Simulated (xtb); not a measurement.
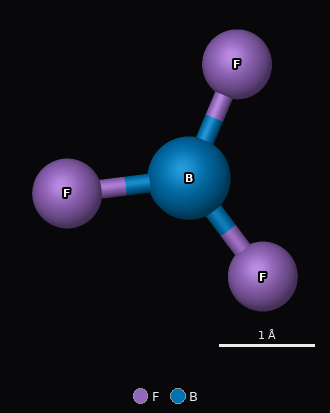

Figure 1. The structure (ball-and-stick view, seen on its broad side).

**Frequency calculation, with input and output: BF3**

The run: frequency calculation of BF3. Method and program: GFN2-xTB (xtb 6.7.1 later snapshot).

The geometry was optimised with GFN2-xTB.

The input (coord):
```
$coord
      1.019337168884      0.394971657308      2.200831736523  f
      0.000000000000     -0.000000000000      0.000018897261  b
     -0.496960176254     -2.293125960450     -0.730227969078  f
     -0.522376992630      1.898154303142     -1.470622664706  f
$end
```

File xcontrol:
```
$chrg 0
$spin 0
$hess
   step=0.005
$end
```

Command:
```bash
xtb coord --input xcontrol --gfn 2 --hess > run.log 2> xtb.err
```

Log:
```
* xtb version 6.7.1
   ID    Z sym.   atoms
    1    9 f      1, 3, 4
    2    5 b      2

           -------------------------------------------------
          |                Calculation Setup                |
           -------------------------------------------------

          program call               : xtb coord --input xcontrol --gfn 2 --hess
          coordinate file            : coord
          omp threads                :                     1

           -------------------------------------------------
          |                 G F N 2 - x T B                 |
           -------------------------------------------------

      * Hamiltonian:
        H0-scaling (s, p, d)           1.850000    2.230000    2.230000
        zeta-weighting                 0.500000
      * Dispersion:
        s8                             2.700000
        a1                             0.520000
        a2                             5.000000
        s9                             5.000000
      * Repulsion:
        kExp                           1.500000    1.000000
        rExp                           1.000000
      * Coulomb:
        alpha                          2.000000
        third order                    shell-resolved
        anisotropic                    true
        a3                             3.000000
        a5                             4.000000
        cn-shift                       1.200000
        cn-exp                         4.000000
        max-rad                        5.000000

          ...................................................
          :                      SETUP                      :
          :.................................................:
          :  # basis functions                  16          :
          :  # atomic orbitals                  16          :
          :  # shells                            8          :
          :  # electrons                        24          :
          :  max. iterations                   250          :
          :  Hamiltonian                  GFN2-xTB          :
          :  restarted?                      false          :
          :  GBSA solvation                  false          :
          :  PC potential                    false          :
          :  electronic temp.          300.0000000     K    :
          :  accuracy                    1.0000000          :
          :  -> integral cutoff          0.2500000E+02      :
          :  -> integral neglect         0.1000000E-07      :
          :  -> SCF convergence          0.1000000E-05 Eh   :
          :  -> wf. convergence          0.1000000E-03 e    :
          :  Broyden damping             0.4000000          :
          :  net charge                          0          :
          :  unpaired electrons                  0          :
          ...................................................

 iter      E             dE          RMSdq      gap      omega  full diag
   1    -15.5293414 -0.155293E+02  0.981E+00    9.70       0.0  T
   2    -15.6203928 -0.910515E-01  0.609E+00    7.58       1.0  T
   3    -15.6263870 -0.599415E-02  0.220E+00    8.41       1.0  T
   4    -15.6287963 -0.240932E-02  0.650E-01    8.23       1.0  T
   5    -15.6257467  0.304956E-02  0.798E-01    8.61       1.0  T
   6    -15.6292718 -0.352507E-02  0.673E-02    8.33       1.0  T
   7    -15.6292840 -0.122235E-04  0.430E-02    8.32       1.2  T
   8    -15.6292935 -0.948503E-05  0.443E-03    8.30      11.3  T
   9    -15.6292935 -0.934473E-08  0.299E-04    8.30     167.3  T
  10    -15.6292935 -0.396803E-09  0.150E-04    8.30     333.2  T

   *** convergence criteria satisfied after 10 iterations ***

         #    Occupation            Energy/Eh            Energy/eV
      -------------------------------------------------------------
         1        2.0000           -0.8832242             -24.0338
       ...           ...                  ...                  ...
         6        2.0000           -0.6047698             -16.4566
         7        2.0000           -0.6047697             -16.4566
         8        2.0000           -0.5606270             -15.2554
         9        2.0000           -0.5606255             -15.2554
        10        2.0000           -0.5545427             -15.0899
        11        2.0000           -0.5545420             -15.0899
        12        2.0000           -0.5536489             -15.0656 (HOMO)
        13                         -0.2485484              -6.7633 (LUMO)
        14                          0.2646060               7.2003
        15                          0.5226927              14.2232
        16                          0.5227346              14.2243
      -------------------------------------------------------------
                  HL-Gap            0.3051005 Eh            8.3022 eV
             Fermi-level           -0.4010987 Eh          -10.9144 eV

 SCC (total)                   0 d,  0 h,  0 min,  0.002 sec
 SCC setup                      ...        0 min,  0.000 sec (  2.825%)
 Dispersion                     ...        0 min,  0.000 sec (  0.960%)
 classical contributions        ...        0 min,  0.000 sec (  0.241%)
 integral evaluation            ...        0 min,  0.000 sec ( 12.339%)
 iterations                     ...        0 min,  0.001 sec ( 59.945%)
 molecular gradient             ...        0 min,  0.000 sec ( 18.418%)
 printout                       ...        0 min,  0.000 sec (  4.672%)

         :::::::::::::::::::::::::::::::::::::::::::::::::::::
         ::                     SUMMARY                     ::
         :::::::::::::::::::::::::::::::::::::::::::::::::::::
         :: total energy             -15.574515778885 Eh    ::
         :: gradient norm              0.000006794818 Eh/a0 ::
         :: HOMO-LUMO gap              8.302207265523 eV    ::
         ::.................................................::
         :: SCC energy               -15.629293523809 Eh    ::
         :: -> isotropic ES            0.072544743421 Eh    ::
         :: -> anisotropic ES         -0.000698537625 Eh    ::
         :: -> anisotropic XC         -0.008368133952 Eh    ::
         :: -> dispersion             -0.000969599765 Eh    ::
         :: repulsion energy           0.054777744924 Eh    ::
         :: add. restraining           0.000000000000 Eh    ::
         :: total charge              -0.000000000000 e     ::
         :::::::::::::::::::::::::::::::::::::::::::::::::::::

           -------------------------------------------------
          |                Numerical Hessian                |
           -------------------------------------------------
step length          :   0.00500
SCC accuracy         :   0.30000
Hessian scale factor :   1.00000
frozen atoms in %    :   0.00000    0
RMS gradient         :   0.00001
estimated CPU  time      0.00 min

writing file <hessian>, containing the non-mass-weighted Hessian matrix in atomic units (Eₕ/Bohr²).

 projected vibrational frequencies (cm⁻¹)
eigval :       -0.00    -0.00     0.00     0.00     0.00     0.00
eigval :      404.04   404.04   519.55   865.62  1407.00  1407.03
           -------------------------------------------------
          |                Property Printout                |
           -------------------------------------------------

    * Orbital Energies and Occupations

         #    Occupation            Energy/Eh            Energy/eV
      -------------------------------------------------------------
         1        2.0000           -0.8832237             -24.0337
         2        2.0000           -0.8750700             -23.8119
         3        2.0000           -0.8750678             -23.8118
         4        2.0000           -0.6259120             -17.0319
         5        2.0000           -0.6129629             -16.6796
         6        2.0000           -0.6047700             -16.4566
Molecule has the following symmetry elements: (C3) 3*(C2) (S3) 4*(sigma)
It seems to be the D3h point group
         7        2.0000           -0.6047699             -16.4566
         8        2.0000           -0.5606274             -15.2554
         9        2.0000           -0.5606259             -15.2554
        10        2.0000           -0.5545431             -15.0899
        11        2.0000           -0.5545424             -15.0899
        12        2.0000           -0.5536493             -15.0656 (HOMO)
        13                         -0.2485473              -6.7633 (LUMO)
        14                          0.2646086               7.2004
        15                          0.5226937              14.2232
        16                          0.5227356              14.2244
      -------------------------------------------------------------
                  HL-Gap            0.3051020 Eh            8.3022 eV
             Fermi-level           -0.4010983 Eh          -10.9144 eV

     #   Z          covCN         q      C6AA      α(0)
     1   9          0.723    -0.225    11.503     4.005
     2   5          2.166     0.675    24.368    10.191
     3   9          0.723    -0.225    11.503     4.005
     4   9          0.723    -0.225    11.503     4.005

 Mol. C6AA /au·bohr⁶  :        218.184115
 Mol. C8AA /au·bohr⁸  :       5100.021692
 Mol. α(0) /au        :         22.206526

Wiberg/Mayer (AO) data.
largest (>0.10) Wiberg bond orders for each atom

 ---------------------------------------------------------------------------
     #   Z sym  total        # sym  WBO       # sym  WBO       # sym  WBO
 ---------------------------------------------------------------------------
     1   9      1.206 --     2      1.093
     2   5      3.278 --     1      1.093     3      1.093     4      1.093
     3   9      1.205 --     2      1.093
     4   9      1.205 --     2      1.093
 ---------------------------------------------------------------------------

Topologies differ in total number of bonds
Writing topology from bond orders to xtbtopo.mol

molecular dipole:
                 x           y           z       tot (Debye)
 q only:        0.000       0.000       0.000
   full:        0.000       0.000       0.000       0.000
molecular quadrupole (traceless):
                xx          xy          yy          xz          yz          zz
 q only:        1.511      -0.186      -1.005      -1.138       0.084      -0.506
  q+dip:        2.477      -0.305      -1.647      -1.866       0.137      -0.830
   full:        3.110      -0.382      -2.068      -2.343       0.172      -1.042

           -------------------------------------------------
          |               Frequency Printout                |
           -------------------------------------------------
 projected vibrational frequencies (cm⁻¹)
eigval :       -0.00    -0.00     0.00     0.00     0.00     0.00
eigval :      404.04   404.04   519.55   865.62  1407.00  1407.03
 reduced masses (amu)
    1:     18.06    2:     17.59    3:     17.56    4:     18.35    5:     18.21    6:     17.76
    7:     17.66    8:     17.66    9:     11.61   10:     19.00   11:     12.17   12:     12.17
 IR intensities (km·mol⁻¹)
    1:      0.00    2:      0.00    3:      0.00    4:      0.00    5:      0.00    6:      0.00
    7:     28.15    8:     28.16    9:    177.52   10:      0.00   11:    545.27   12:    545.26
 Raman intensities (Ä⁴*amu⁻¹)
    1:      0.00    2:      0.00    3:      0.00    4:      0.00    5:      0.00    6:      0.00
    7:      0.00    8:      0.00    9:      0.00   10:      0.00   11:      0.00   12:      0.00
 output can be read by thermo (or use thermo option).
 writing <g98.out> molden fake output.
 recommended (thermochemical) frequency scaling factor: 1.0
           -------------------------------------------------
          |             Thermodynamic Functions             |
           -------------------------------------------------

d3h symmetry found (for desy threshold:  0.10E+00) used in thermo

          ...................................................
          :                      SETUP                      :
          :.................................................:
          :  # frequencies                           6      :
          :  # imaginary freq.                       0      :
          :  linear?                             false      :
          :  only rotor calc.                    false      :
          :  symmetry                              d3h      :
          :  rotational number                       6      :
          :  scaling factor                  1.0000000      :
          :  rotor cutoff                   50.0000000 cm⁻¹ :
          :  imag. cutoff                  -20.0000000 cm⁻¹ :
          :.................................................:

    mode    ω/cm⁻¹     T·S(HO)/kcal·mol⁻¹    T·S(FR)/kcal·mol⁻¹   T·S(vib)
   ------------------------------------------------------------------------
   ------------------------------------------------------------------------

   temp. (K)  partition function   enthalpy   heat capacity  entropy
                                   cal/mol     cal/K/mol   cal/K/mol   J/K/mol
 298.15  VIB   1.51                  562.768      4.885      2.702
         ROT  0.602E+04              888.727      2.981     20.276
         INT  0.907E+04             1451.496      7.865     22.978
         TR   0.171E+26             1481.212      4.968     38.560
         TOT                        2932.7082    12.8334    61.5382   257.4758

       T/K    H(0)-H(T)+PV         H(T)/Eh          T*S/Eh         G(T)/Eh
   ------------------------------------------------------------------------
    298.15    0.467357E-02    0.160810E-01    0.292388E-01   -0.131578E-01
   ------------------------------------------------------------------------

         :::::::::::::::::::::::::::::::::::::::::::::::::::::
         ::                  THERMODYNAMIC                  ::
         :::::::::::::::::::::::::::::::::::::::::::::::::::::
         :: total free energy         -15.587673578116 Eh   ::
         ::.................................................::
         :: total energy              -15.574515778975 Eh   ::
         :: zero point energy           0.011407411119 Eh   ::
         :: G(RRHO) w/o ZPVE           -0.024565210260 Eh   ::
         :: G(RRHO) contrib.           -0.013157799142 Eh   ::
         :::::::::::::::::::::::::::::::::::::::::::::::::::::

           -------------------------------------------------
          | TOTAL ENERGY              -15.574515778975 Eh   |
          | TOTAL ENTHALPY            -15.558434799780 Eh   |
          | TOTAL FREE ENERGY         -15.587673578116 Eh   |
          | GRADIENT NORM               0.000006548148 Eh/α |
          | HOMO-LUMO GAP               8.302248119288 eV   |
           -------------------------------------------------

------------------------------------------------------------------------
------------------------------------------------------------------------
 total:
 *  cpu-time:     0 d,  0 h,  0 min,  0.031 sec
 * ratio c/w:     1.000 speedup
 SCF:
 *  cpu-time:     0 d,  0 h,  0 min,  0.002 sec
 * ratio c/w:     1.000 speedup
 analytical hessian:
 *  cpu-time:     0 d,  0 h,  0 min,  0.021 sec
 * ratio c/w:     1.000 speedup
```

File vibspectrum:
```
$vibrational spectrum
#  mode     symmetry     wave number   IR intensity    selection rules
#                         cm**(-1)      (km*mol⁻¹)        IR
     1                      -0.00         0.00000          -
     2                      -0.00         0.00000          -
     3                       0.00         0.00000          -
     4                       0.00         0.00000          -
     5                       0.00         0.00000          -
     6                       0.00         0.00000          -
     7        a            404.04        28.15198         YES
     8        a            404.04        28.15534         YES
     9        a            519.55       177.52230         YES
    10        a            865.62         0.00000         NO
    11        a           1407.00       545.27190         YES
    12        a           1407.03       545.25890         YES
$end
```

Standard error:
```
normal termination of xtb
```

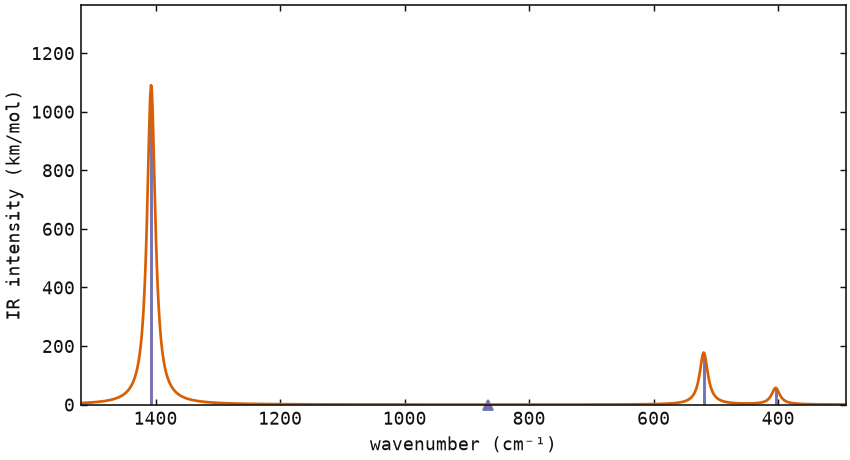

Figure 2. Harmonic infrared spectrum, unscaled: sticks (degenerate modes added up, dark ones marked on the axis) with a Lorentzian envelope of 16 cm⁻¹ full width, scaled to the tallest stick. 6 modes from 404 to 1407 cm⁻¹, none imaginary. The strongest line is at 1407 cm⁻¹ (1091 km/mol). All modes, in cm⁻¹ (km/mol): 404 (28), 404 (28), 520 (178), 866 (0.0), 1407 (545), 1407 (545).

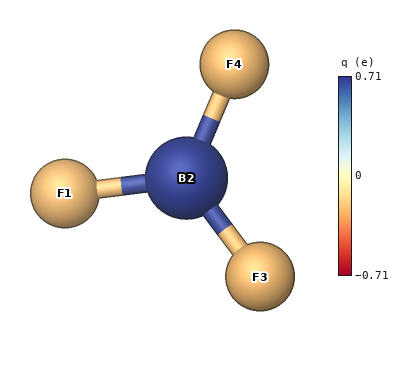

Figure 3. Mulliken charges, as the colour of each atom (ball-and-stick view, seen on its broad side; atoms are numbered from 1 in the order of the input). By element: F −0.22 and B +0.67 e.

Results in brief:

```tsv
quantity	value
outcome	converged
electrons treated	24
total energy	−15.574516 hartree
dispersion energy	−0.000970 hartree
basis functions	16
HOMO	−15.07 eV
LUMO	−6.76 eV
zero-point energy	0.011407 hartree
dipole moment	0.00 D
wavenumbers, lowest and highest	404 and 1407 cm⁻¹
hardware	1 thread of Arm Neoverse V1, 24 GiB of memory available, shared host
peak memory	0.072 GiB
```

Notes:

Settings chosen away from the usual ones: method = gfn2-xtb; task = frequencies; x = {"hess_step": 0.005}; geo = {"prev": "A"}.
